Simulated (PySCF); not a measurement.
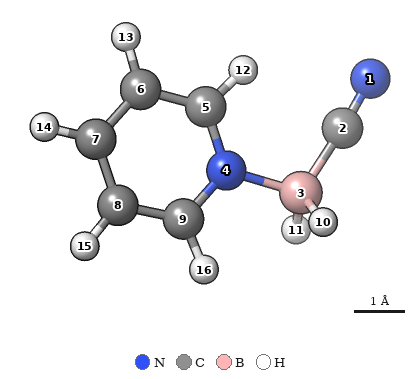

**Figure 1.** The structure (ball-and-stick view, seen at a tilt; atoms are numbered from 1 in the order of the input). Bond lengths as drawn: B–C 1.57 Å, B–H 1.22 Å, B–N 1.60 Å, C–C 1.38 to 1.40 Å, C–H 1.09 Å and C–N 1.16 to 1.34 Å.

# NMR shielding calculation of C6H7BN2

C6H7BN2, SMILES N#C[BH2-][n+]1ccccc1, computed with GIAO PBE0/pcSseg-1 NMR shielding, non-relativistic, gas phase (PySCF 2.14.0).

The geometry comes from this level: PBE0-D3(BJ)/def2-SVP. It belongs to a series of runs on one base structure; here: H on B replaced by CN. Figures and captions count atoms from 1; the log counts them from 0 in places.

## Input file
```
{"job": {"kind": "nmr", "xc": "PBE0", "basis": "pcSseg-1"}, "charge": 0, "multiplicity": 1}
N     -3.013805    -2.007257     0.099565
C     -2.549459    -0.943186     0.133417
B     -1.836339     0.457373     0.183238
N     -0.255020     0.217734     0.308166
C      0.301130    -1.000339     0.319817
C      1.676323    -1.171515     0.424691
C      2.493194    -0.051182     0.519984
C      1.901807     1.212548     0.507139
C      0.525592     1.306767     0.400365
H     -2.166435     1.101433     1.166030
H     -2.008593     1.090443    -0.846321
H     -0.393666    -1.840010     0.242748
H      2.088407    -2.181550     0.430865
H      3.577093    -0.156633     0.603517
H      2.498989     2.122502     0.579379
H     -0.000342     2.262978     0.385216
```

The first line tells a small driver script what to run in PySCF; the rest is the geometry in Å.

Run on 1 CPU thread, shared host.

Command:
```bash
OMP_NUM_THREADS=1 python <driver script> task.json out
```

## What the program printed
```
coarse grid: 14072 points
cycle   1  E = -366.6330088593  dE =  1.357e+00  |g| = 4.079e-01  |ddm| = 3.736e+00
cycle   2  E = -366.5734225602  dE =  5.959e-02  |g| = 6.907e-01  |ddm| = 9.274e-01
cycle   3  E = -366.6753209317  dE = -1.019e-01  |g| = 1.593e-01  |ddm| = 5.249e-01
cycle   4  E = -366.6815812378  dE = -6.260e-03  |g| = 4.035e-02  |ddm| = 1.595e-01
cycle   5  E = -366.6818567262  dE = -2.755e-04  |g| = 2.067e-02  |ddm| = 3.783e-02
cycle   6  E = -366.6819688006  dE = -1.121e-04  |g| = 4.510e-03  |ddm| = 2.041e-02
cycle   7  E = -366.6819729457  dE = -4.145e-06  |g| = 1.585e-03  |ddm| = 3.857e-03
final grid: 138048 points
cycle   8  E = -366.7304085465  dE = -4.026e-05  |g| = 7.389e-03  |ddm| = 3.761e-02
cycle   9  E = -366.7304011911  dE =  7.355e-06  |g| = 9.719e-03  |ddm| = 1.428e-02
cycle  10  E = -366.7304214921  dE = -2.030e-05  |g| = 2.110e-03  |ddm| = 7.643e-03
cycle  11  E = -366.7304225064  dE = -1.014e-06  |g| = 4.656e-04  |ddm| = 1.639e-03
cycle  12  E = -366.7304225461  dE = -3.973e-08  |g| = 2.104e-04  |ddm| = 3.844e-04
cycle  13  E = -366.7304225539  dE = -7.783e-09  |g| = 6.863e-05  |ddm| = 1.529e-04
cycle  14  E = -366.7304225549  dE = -1.063e-09  |g| = 2.492e-05  |ddm| = 7.489e-05
cycle  15  E = -366.7304225551  dE = -1.653e-10  |g| = 5.416e-06  |ddm| = 2.478e-05
```

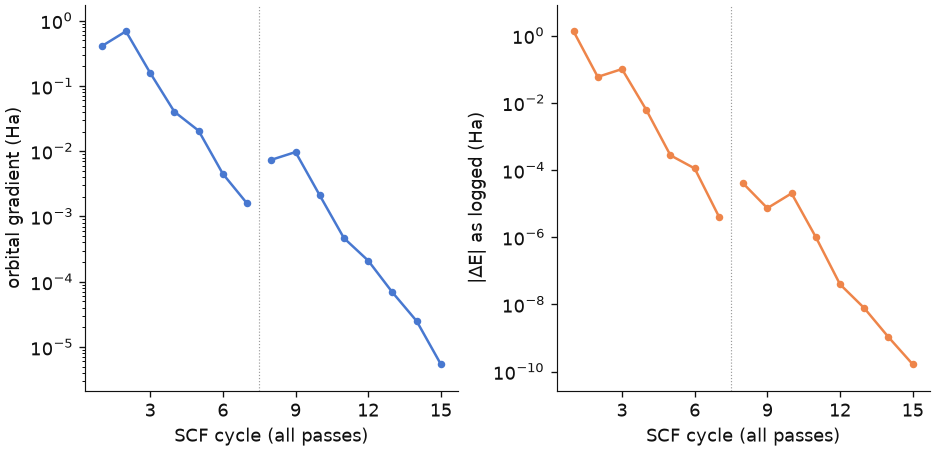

**Figure 2.** Convergence of the self-consistent field: orbital gradient and size of the energy change against the SCF cycle. The dotted line marks the change from a coarse to the final integration grid. The first 7 cycles use a coarse grid, the final grid takes over at cycle 8, and the field converges after 15 cycles in all.

```
converged SCF energy = -366.7304225551

GIAO shielding tensors (ppm)
atom      isotropic    diamagn.    paramagn.     s11        s22        s33       span
  0 N      -80.338     339.442    -419.781   -266.547   -241.430    266.963    533.511
  1 C       47.927     262.334    -214.406    -73.000    -72.299    289.081    362.081
  2 B      122.245     186.682     -64.437    105.825    114.233    146.678     40.853
  3 N      -12.450     332.480    -344.930   -153.414   -140.580    256.644    410.058
  4 C       31.135     253.179    -222.044    -70.024     10.006    153.423    223.446
  5 C       53.112     257.264    -204.152    -57.752     40.520    176.567    234.319
  6 C       39.432     253.899    -214.467    -74.675     10.815    182.156    256.831
  7 C       54.846     257.136    -202.290    -55.283     43.273    176.548    231.831
  8 C       30.858     250.887    -220.029    -69.535     15.332    146.778    216.313
  9 H       27.856      28.038      -0.182     23.554     29.120     30.894      7.340
 10 H       27.837      28.721      -0.884     23.613     28.962     30.936      7.323
 11 H       21.599      33.761     -12.162     15.963     20.448     28.386     12.422
 12 H       23.631      30.346      -6.715     20.431     23.739     26.722      6.291
 13 H       23.310      28.776      -5.466     20.333     23.375     26.223      5.890
 14 H       23.764      29.281      -5.517     20.569     24.166     26.557      5.988
 15 H       22.640      30.503      -7.863     17.784     21.993     28.143     10.359
```

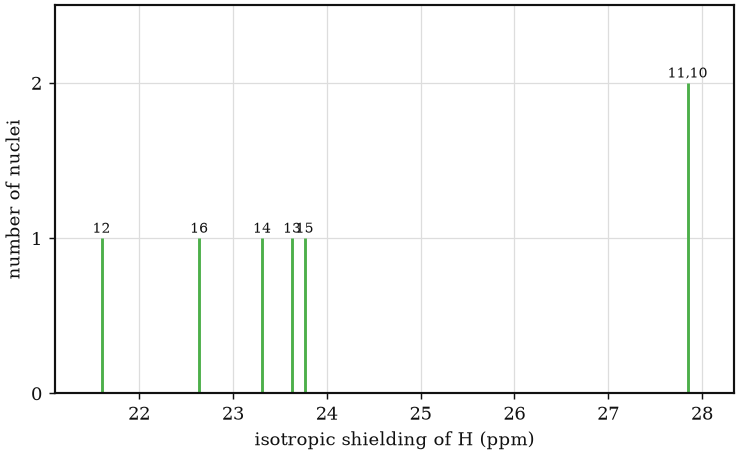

**Figure 3.** Isotropic shieldings of the hydrogen nuclei in this fixed geometry, labelled by atom number; shielding grows to the right, so chemical shift grows to the left. The least shielded is H12 (21.6 ppm), the most shielded H10 (27.9 ppm).

## Key numbers

```json
{"quantity": "outcome", "value": "converged"}
{"quantity": "total energy", "value": "−366.730423 hartree"}
{"quantity": "HOMO", "value": "−7.75 eV"}
{"quantity": "LUMO", "value": "−2.47 eV"}
{"quantity": "dipole moment", "value": "9.17 D"}
{"quantity": "isotropic shielding, N", "value": "−80.3 to −12.4 ppm"}
{"quantity": "isotropic shielding, C", "value": "30.9 to 54.8 ppm"}
{"quantity": "isotropic shielding, B", "value": "122.2 ppm"}
{"quantity": "isotropic shielding, H", "value": "21.6 to 27.9 ppm"}
{"quantity": "wall time", "value": "52 s"}
{"quantity": "peak memory", "value": "0.98 GiB"}
```
